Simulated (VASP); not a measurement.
Energy against volume of NaCl (rock salt). These are LDA (Ceperley-Alder, Perdew-Zunger), VASP's LDA PAW potentials (set 64) (plane waves; VASP) values and carry that method's errors.

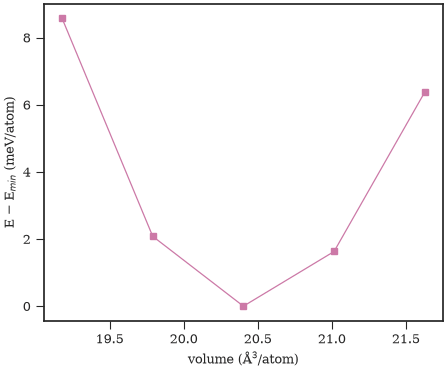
Figure: Energy against volume

### Question
Estimate the equilibrium volume and the bulk modulus.

### Answer
The minimum lies near 20.4 Å³/atom, and the curvature gives B0 of about 32 GPa.

The compound is NaCl in the rock salt structure. It was relaxed first, which changed the volume by -9 %.
